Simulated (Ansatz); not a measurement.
# CH₂BClF₂: shape, modes and thermochemistry

Aim: relax CH₂BClF₂ from a cheap starting geometry, then compute its harmonic vibrations to see whether it is a minimum and to get the zero-point energy and entropy, and look at its orbitals and charge.

Computed with Ansatz 0.2.0, Gaussian basis. Level: RKS PBE0-D4/def2-TZVP.

Plan: relaxation at PBE-D4/def2-SVP; relaxation at PBE0-D4/def2-TZVP; harmonic vibrations at the same level; a single point in def2-TZVPP for the fields.

## (1) Starting geometry

SMILES `FBC(F)Cl`, 7 atoms, charge 0, spin multiplicity 1.

Atoms are counted from 1 here; the program's logs count them from 0.

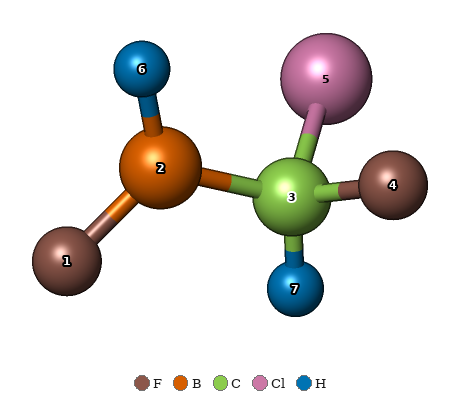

As it starts; fluorine brown, boron orange, carbon green, chlorine pink, hydrogen blue; atoms are numbered from 1 in the order of the file.

The start is a force-field geometry with small random shifts, so a cheaper pass at PBE-D4/def2-SVP comes first.

## (2) Relaxation at PBE-D4/def2-SVP (cheap first pass)

Contents of in.yaml:

```yaml
crystal:
  periodic: [false, false, false]
  atoms:
    - {symbol: F, position_ang: [-1.969100, 0.452000, 0.264900]}
    - {symbol: B, position_ang: [-0.589200, 0.567900, 0.428500]}
    - {symbol: C, position_ang: [0.327400, -0.490200, -0.287500]}
    - {symbol: F, position_ang: [1.155100, -1.162900, 0.684100]}
    - {symbol: Cl, position_ang: [1.483200, 0.337900, -1.389000]}
    - {symbol: H, position_ang: [-0.120600, 1.437400, 1.103300]}
    - {symbol: H, position_ang: [-0.225600, -1.210100, -0.850100]}
basis:
  gaussian: {orbitals: def2-SVP}
hamiltonian: {xc: pbe, dispersion: d4}
relax: {f_tol: 0.03, max_steps: 200}
```

Started as:

```
> ansatz run in.yaml --threads 2 --pin off --events-out ev --progress --plain --max-ram 4352MiB
```

What it wrote, cut to the lines that bear on the results:

```text
Functional definition: PBE
  name "PBE"
  cite "Perdew, Burke & Ernzerhof, Phys. Rev. Lett. 77, 3865 (1996) doi:10.1103/PhysRevLett.77.3865"
  parent pbe
[...]
919 factors; their error is unknown
[...]
mean field -19680.73933569 eV, -723.2538305023 hartree, gradient 2.4e-5 eV, S^2 0.000000; 0 other end points of the search recorded, 0 dependent functions left out
[...]
reference -19680.73936175 eV, -723.2538314601 hartree; 24, 24 occupied and 60, 60 virtual orbitals, 919 factors
relax step   1: F+E_penalty+E_count = -19680.86306985 eV  Δ(F+E_penalty+E_count) = +0.000e0 eV  max|allowed force component| = 2.346e0 eV/Å  Δτ_max = 0.0000 Å  (25 SCF iters, accepted)
[...]
relax step   3: F+E_penalty+E_count = -19681.12268137 eV  Δ(F+E_penalty+E_count) = -5.360e-2 eV  max|allowed force component| = 3.364e-1 eV/Å  Δτ_max = 0.0652 Å  (28 SCF iters, accepted)
[...]
relax step   5: F+E_penalty+E_count = -19681.17621321 eV  Δ(F+E_penalty+E_count) = -3.845e-2 eV  max|allowed force component| = 2.444e-1 eV/Å  Δτ_max = 0.1482 Å  (34 SCF iters, accepted)
[...]
relax step   7: F+E_penalty+E_count = -19681.20266901 eV  Δ(F+E_penalty+E_count) = -1.153e-2 eV  max|allowed force component| = 2.336e-1 eV/Å  Δτ_max = 0.0507 Å  (28 SCF iters, accepted)
[...]
relax step   9: F+E_penalty+E_count = -19681.20418337 eV  Δ(F+E_penalty+E_count) = -5.978e-4 eV  max|allowed force component| = 8.871e-2 eV/Å  Δτ_max = 0.0386 Å  (27 SCF iters, accepted)
[...]
relax step  10: F+E_penalty+E_count = -19681.20504450 eV  Δ(F+E_penalty+E_count) = -8.611e-4 eV  max|allowed force component| = 2.041e-2 eV/Å  Δτ_max = 0.0129 Å  (29 SCF iters, accepted)
919 factors; their error is unknown
[...]
mean field -19681.07693049 eV, -723.2662368824 hartree, gradient 2.1e-5 eV, S^2 0.000000; 1 other end points of the search recorded, 0 dependent functions left out
[...]
reference -19681.07695736 eV, -723.2662378698 hartree; 24, 24 occupied and 60, 60 virtual orbitals, 919 factors
Total energy: -19681.20507137 eV, -723.2709459729 hartree
Atom 0 at    -1.783688     0.740906    -0.067554 Å, force     0.005996    -0.002060     0.003925 eV/Å
Atom 1 at    -0.554104     0.559913     0.412455 Å, force    -0.013375     0.004938    -0.006883 eV/Å
Atom 2 at     0.321728    -0.623295    -0.164977 Å, force     0.003875    -0.002008     0.020406 eV/Å
Atom 3 at     1.262931    -1.140436     0.660881 Å, force    -0.008381     0.001170    -0.010781 eV/Å
Atom 4 at     1.094878     0.523003    -1.400040 Å, force     0.004488     0.000281    -0.008032 eV/Å
Atom 5 at    -0.125508     1.301421     1.272979 Å, force     0.002392    -0.001149     0.003602 eV/Å
Atom 6 at    -0.155037    -1.429512    -0.759545 Å, force     0.005003    -0.001172    -0.002237 eV/Å
Dipole moment:    -0.088285    -0.178890    -0.026584 e Å
```

It took 16 s on 2 threads of Arm Neoverse V1, shared host.

Relaxation path:

| step | energy from step 1 (eV) | largest force component (eV/Å) |
| --- | --- | --- |
| 1 | 0.0000 | 2.3463 |
| 2 | -0.2060 | 1.2843 |
| 3 | -0.2596 | 0.3364 |
| 4 | -0.2747 | 0.3112 |
| 5 | -0.3131 | 0.2444 |
| 6 | -0.3281 | 0.2925 |
| 7 | -0.3396 | 0.2336 |
| 8 | -0.3405 | 0.1044 |
| 9 | -0.3411 | 0.0887 |
| 10 | -0.3420 | 0.0204 |

Distances of close pairs at the start and the end, largest changes first:

| bond | before (Å) | after (Å) | change (Å) |
| --- | --- | --- | --- |
| C3–F4 | 1.443 | 1.355 | -0.088 |
| F1–B2 | 1.394 | 1.332 | -0.062 |
| C3–Cl5 | 1.799 | 1.854 | +0.055 |
| C3–H7 | 1.068 | 1.109 | +0.041 |
| B2–H6 | 1.196 | 1.214 | +0.018 |
| B2–C3 | 1.572 | 1.581 | +0.009 |

## (3) Geometry optimisation, PBE0-D4/def2-TZVP

Contents of in.yaml:

```yaml
crystal:
  periodic: [false, false, false]
  atoms:
    - {symbol: F, position_ang: [-1.783688, 0.740906, -0.067554]}
    - {symbol: B, position_ang: [-0.554104, 0.559913, 0.412455]}
    - {symbol: C, position_ang: [0.321728, -0.623295, -0.164977]}
    - {symbol: F, position_ang: [1.262931, -1.140436, 0.660881]}
    - {symbol: Cl, position_ang: [1.094878, 0.523003, -1.400040]}
    - {symbol: H, position_ang: [-0.125508, 1.301421, 1.272979]}
    - {symbol: H, position_ang: [-0.155037, -1.429512, -0.759545]}
basis:
  gaussian: {orbitals: def2-TZVP}
hamiltonian: {xc: pbe0, dispersion: d4}
relax: {f_tol: 0.005, max_steps: 150}
```

The command is unchanged.

What it wrote, cut to the lines that bear on the results:

```text
Functional definition: PBE0
  name "PBE0"
  cite "Adamo & Barone, J. Chem. Phys. 110, 6158 (1999) doi:10.1063/1.478522"
  cite "Perdew, Burke & Ernzerhof, Phys. Rev. Lett. 77, 3865 (1996) doi:10.1103/PhysRevLett.77.3865"
  parent pbe
[...]
1017 factors; their error is unknown
[...]
mean field -19695.21592586 eV, -723.7858353786 hartree, gradient 3.0e-5 eV, S^2 0.000000; 0 other end points of the search recorded, 0 dependent functions left out
[...]
reference -19695.21595277 eV, -723.7858363675 hartree; 24, 24 occupied and 149, 149 virtual orbitals, 1017 factors
relax step   1: F+E_penalty+E_count = -19695.32255178 eV  Δ(F+E_penalty+E_count) = +0.000e0 eV  max|allowed force component| = 5.788e-1 eV/Å  Δτ_max = 0.0000 Å  (27 SCF iters, accepted)
[...]
reference -19695.25912870 eV, -723.7874230535 hartree; 24, 24 occupied and 149, 149 virtual orbitals, 1017 factors
Total energy: -19695.36540140 eV, -723.7913285034 hartree
Atom 0 at    -1.779984     0.732739    -0.051289 Å, force     0.001250    -0.000552     0.000659 eV/Å
Atom 1 at    -0.568448     0.556492     0.433418 Å, force    -0.000336     0.000824    -0.000283 eV/Å
Atom 2 at     0.330243    -0.577433    -0.197230 Å, force     0.001033    -0.000325     0.000035 eV/Å
Atom 3 at     1.255179    -1.101535     0.644136 Å, force    -0.001321     0.000802    -0.000831 eV/Å
Atom 4 at     1.145582     0.442870    -1.438093 Å, force    -0.000434    -0.000899     0.000467 eV/Å
Atom 5 at    -0.159411     1.264922     1.301953 Å, force    -0.000491    -0.000147     0.000134 eV/Å
Atom 6 at    -0.161961    -1.386054    -0.738696 Å, force     0.000299     0.000297    -0.000181 eV/Å
Dipole moment:    -0.141951    -0.122032     0.019609 e Å
```

It took 43 s on 2 threads of Arm Neoverse V1, shared host.

Along the way:

| step | energy from step 1 (eV) | largest force component (eV/Å) |
| --- | --- | --- |
| 1 | 0.0000 | 0.5788 |
| 2 | -0.0282 | 0.3452 |
| 3 | -0.0350 | 0.2218 |
| 4 | -0.0378 | 0.2203 |
| 5 | -0.0416 | 0.1330 |
| 6 | -0.0423 | 0.1169 |
| 7 | -0.0428 | 0.0227 |
| 8 | -0.0428 | 0.0157 |
| 9 | -0.0428 | 0.0129 |
| 10 | -0.0428 | 0.0140 |
| 11 | -0.0428 | 0.0013 |

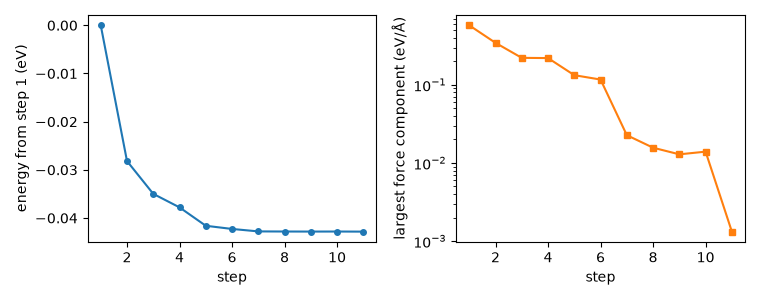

Energy and force, step by step.

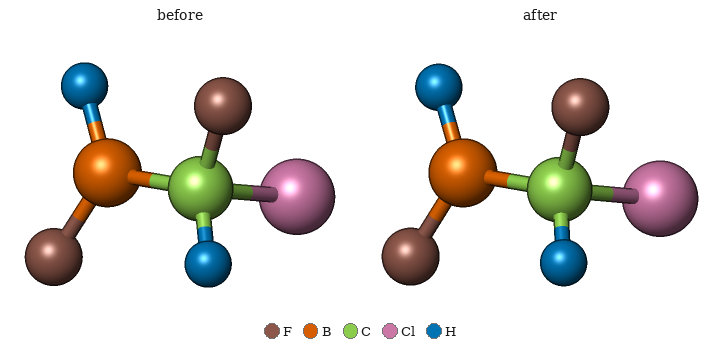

Before and after, at one scale.

Close pairs (by a distance rule), those that changed most:

| bond | before (Å) | after (Å) | change (Å) |
| --- | --- | --- | --- |
| C3–Cl5 | 1.854 | 1.802 | -0.052 |
| B2–H6 | 1.214 | 1.193 | -0.021 |
| C3–H7 | 1.109 | 1.091 | -0.019 |
| F1–B2 | 1.332 | 1.317 | -0.016 |
| B2–C3 | 1.581 | 1.578 | -0.003 |
| C3–F4 | 1.355 | 1.356 | +0.001 |

Mulliken charges at the end point, from the run's report:

| atom | value (e) |
| --- | --- |
| F1 | -0.21 |
| B2 | 0.19 |
| C3 | 0.16 |
| F4 | -0.18 |
| Cl5 | -0.11 |
| H6 | 0.02 |
| H7 | 0.13 |

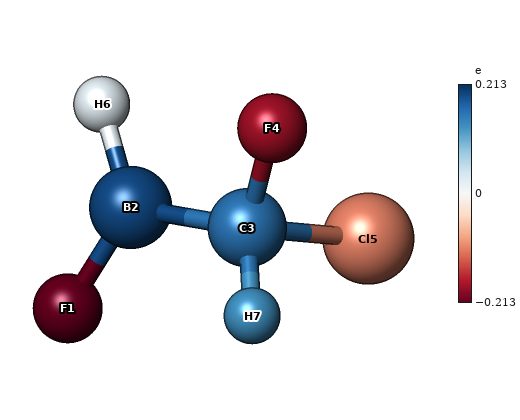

Mulliken charges at the end point, from the run's report, as colours on the atoms.

## (4) Harmonic vibrations

Contents of in.yaml:

```yaml
crystal:
  periodic: [false, false, false]
  atoms:
    - {symbol: F, position_ang: [-1.779984, 0.732739, -0.051289]}
    - {symbol: B, position_ang: [-0.568448, 0.556492, 0.433418]}
    - {symbol: C, position_ang: [0.330243, -0.577433, -0.197230]}
    - {symbol: F, position_ang: [1.255179, -1.101535, 0.644136]}
    - {symbol: Cl, position_ang: [1.145582, 0.442870, -1.438093]}
    - {symbol: H, position_ang: [-0.159411, 1.264922, 1.301953]}
    - {symbol: H, position_ang: [-0.161961, -1.386054, -0.738696]}
basis:
  gaussian: {orbitals: def2-TZVP}
hamiltonian: {xc: pbe0, dispersion: d4}
phonons: {temperatures: {t_min: 298.15, t_max: 900, t_step: 200}}
```

The command is unchanged.

What it wrote, cut to the lines that bear on the results:

```text
Functional definition: PBE0
  name "PBE0"
  cite "Adamo & Barone, J. Chem. Phys. 110, 6158 (1999) doi:10.1063/1.478522"
  cite "Perdew, Burke & Ernzerhof, Phys. Rev. Lett. 77, 3865 (1996) doi:10.1103/PhysRevLett.77.3865"
  parent pbe
[...]
1017 factors; their error is unknown
[...]
mean field -19695.25909840 eV, -723.7874219402 hartree, gradient 3.0e-5 eV, S^2 0.000000; 0 other end points of the search recorded, 0 dependent functions left out
[...]
reference -19695.25912533 eV, -723.7874229299 hartree; 24, 24 occupied and 149, 149 virtual orbitals, 1017 factors
[...]
1017 factors; their error is unknown
mean field -19695.25896242 eV, -723.7874169429 hartree, gradient 2.1e-6 eV, S^2 0.000000; 0 other end points of the search recorded, 0 dependent functions left out
[...]
reference -19695.25898935 eV, -723.7874179325 hartree; 24, 24 occupied and 149, 149 virtual orbitals, 1017 factors
[...]
Total energy: -19695.36539804 eV, -723.7913283797 hartree
Atom 0 at    -1.779984     0.732739    -0.051289 Å, force     0.001255    -0.000532     0.000767 eV/Å
Atom 1 at    -0.568448     0.556492     0.433418 Å, force    -0.000344     0.000826    -0.000466 eV/Å
Atom 2 at     0.330243    -0.577433    -0.197230 Å, force     0.000966    -0.000390     0.000209 eV/Å
Atom 3 at     1.255179    -1.101535     0.644136 Å, force    -0.001300     0.000866    -0.000937 eV/Å
Atom 4 at     1.145582     0.442870    -1.438093 Å, force    -0.000350    -0.000896     0.000496 eV/Å
Atom 5 at    -0.159411     1.264922     1.301953 Å, force    -0.000518    -0.000160     0.000136 eV/Å
Atom 6 at    -0.161961    -1.386054    -0.738696 Å, force     0.000291     0.000287    -0.000204 eV/Å
Dipole moment:    -0.141951    -0.122032     0.019609 e Å
Vibrations: 106.29 183.12 289.96 336.55 467.14 702.06 867.82 998.30 1075.24 1118.71 1206.64 1310.80 1431.35 2668.95 3122.93 cm⁻¹, zero-point energy 0.984798 eV
```

Wall time 1.9 min (2 threads of Arm Neoverse V1, shared host).

Motions are named by where the mode's potential energy lies. The modes, unscaled (a negative number is an imaginary wavenumber):

| mode | cm⁻¹ | motion |
| --- | --- | --- |
| 1 | 106 | torsion with bend |
| 2 | 183 | torsion with bend |
| 3 | 290 | bend |
| 4 | 337 | bend with torsion |
| 5 | 467 | mixed, led by bend |
| 6 | 702 | C–Cl stretch |
| 7 | 868 | torsion with out-of-plane bend |
| 8 | 998 | B–C stretch with bend |
| 9 | 1075 | bend with C–F stretch |
| 10 | 1119 | bend with C–F stretch |
| 11 | 1207 | bend with C–F stretch |
| 12 | 1311 | bend with B–F stretch |
| 13 | 1431 | bend with B–F stretch |
| 14 | 2669 | B–H stretch |
| 15 | 3123 | C–H stretch |

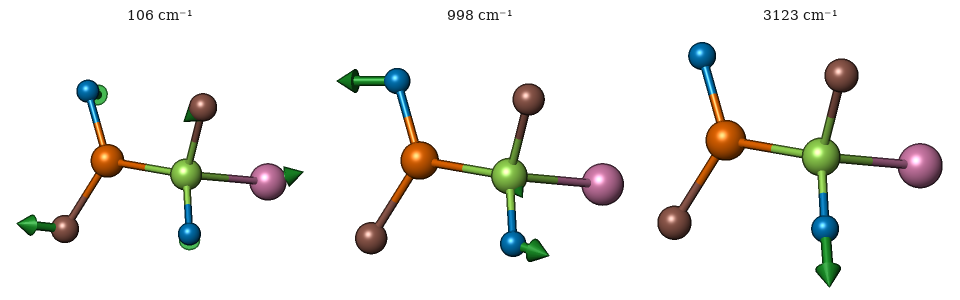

Displacements of 3 modes, as arrows.

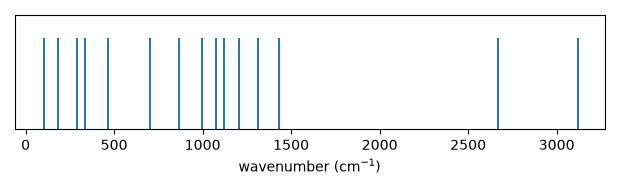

The harmonic wavenumbers as sticks (no intensities were computed).

From these modes and the moments of inertia (298.15 K, 1 bar, symmetry number 1):

| term | value |
| --- | --- |
| zero-point energy | 95.0 kJ/mol |
| H(298) − E | 111.9 kJ/mol |
| entropy, translation | 166.1 J/(mol K) |
| entropy, rotation | 111.8 J/(mol K) |
| entropy, vibration | 41.2 J/(mol K) |
| entropy, total | 319.1 J/(mol K) |

## (5) Fields at the relaxed geometry

in.yaml, as its differences from that of step 4:

```diff
@@ -11,4 +11,4 @@
 basis:
-  gaussian: {orbitals: def2-TZVP}
+  gaussian: {orbitals: def2-TZVPP}
 hamiltonian: {xc: pbe0, dispersion: d4}
-phonons: {temperatures: {t_min: 298.15, t_max: 900, t_step: 200}}
+output: {orbitals: {seedname: orbitals}}
```

The command is unchanged.

What it wrote:

```text
Functional definition: PBE0
  name "PBE0"
  cite "Adamo & Barone, J. Chem. Phys. 110, 6158 (1999) doi:10.1063/1.478522"
  cite "Perdew, Burke & Ernzerhof, Phys. Rev. Lett. 77, 3865 (1996) doi:10.1103/PhysRevLett.77.3865"
  parent pbe
  parameter a = 0.25
  parameter kappa = 0.804
  parameter beta = 0.06672455060314922
  exchange = (1 - a)*pbe_x(kappa = kappa, mu = beta*pi^2/3) + a*exact_x
  correlation = pbe_c(beta = beta)
1104 factors; their error is unknown
mean field evaluation 1: about -19693.0853 eV, gradient 3.5e1 eV
mean field evaluation 2: about -19691.9765 eV, gradient 4.5e1 eV
mean field evaluation 4: about -19695.2244 eV, gradient 1.7e0 eV
mean field evaluation 8: about -19695.2296 eV, gradient 2.7e-2 eV
mean field evaluation 16: about -19695.2766 eV, gradient 4.3e-5 eV
mean field -19695.27659553 eV, -723.7880649479 hartree, gradient 4.3e-5 eV, S^2 0.000000; 0 other end points of the search recorded, 0 dependent functions left out
reference -19695.27662253 eV, -723.7880659402 hartree; 24, 24 occupied and 170, 170 virtual orbitals, 1104 factors
Total energy: -19695.38289524 eV, -723.7919713900 hartree
```

It took 3 s on 2 threads of Arm Neoverse V1, shared host.

Orbitals, density, ELF and potential are computed afterwards from the orbital file.

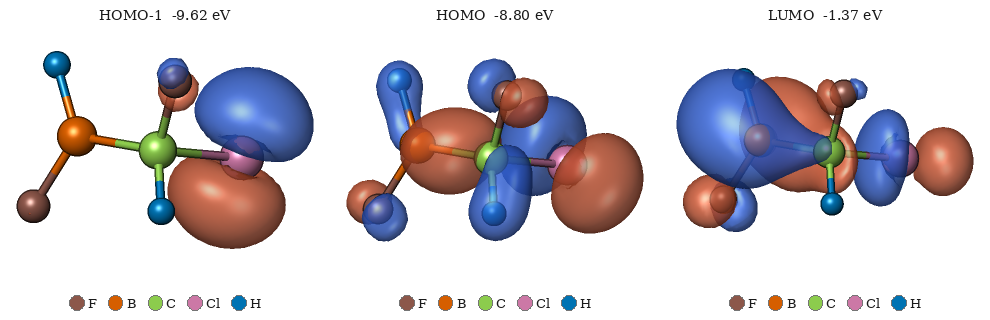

PBE0-D4/def2-TZVPP orbitals near the gap, drawn at the value that encloses 70 % of each; the two colours are the two signs.

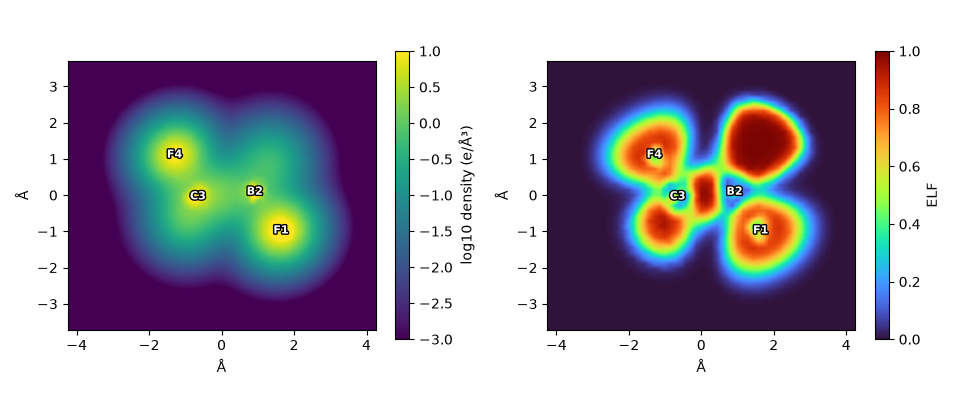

Density (left) and ELF (right) in a plane through or near 4 of the atoms.

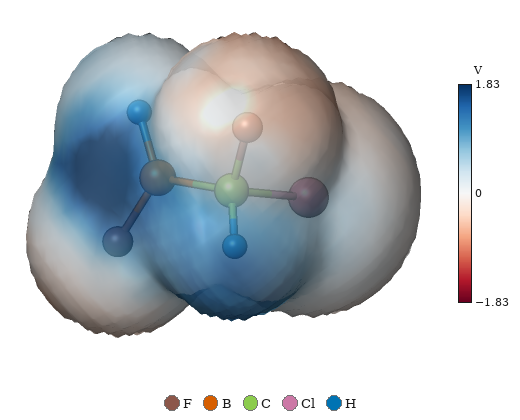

Electrostatic potential on the surface of density 0.002 e/bohr³; red is low, blue high. It runs, from the 1st to the 99th percentile, from -0.55 V near F4 to 1.83 V near B2.

## (6) Results

```
                  quantity            value
               point group               C1
                     steps          10 + 11
shift from the start (rms)          0.265 Å
              total energy   -19695.3654 eV
           dispersion term         -106 meV
             dipole moment           0.90 D
lowest, highest wavenumber   106, 3123 cm⁻¹
         zero-point energy      95.0 kJ/mol
       entropy at 298.15 K  319.1 J/(mol K)
                HOMO, LUMO  -8.80, -1.37 eV
```

What this shows: The relaxed geometry lies 0.27 Å (rms) from the start; the bond that changed most is C3–F4, from 1.443 to 1.356 Å. No mode is imaginary: a true minimum at this level. The stiffest mode, 3123 cm⁻¹, is a C–H stretch, and 2 modes under 200 cm⁻¹ make the vibrational entropy uncertain. Harmonic hybrid wavenumbers usually lie a few per cent above measured fundamentals. The largest Mulliken charge, -0.21 e, sits on F1. The HOMO lies mostly on Cl5 48 %; C3 15 % and the LUMO on B2 46 %; Cl5 17 %.
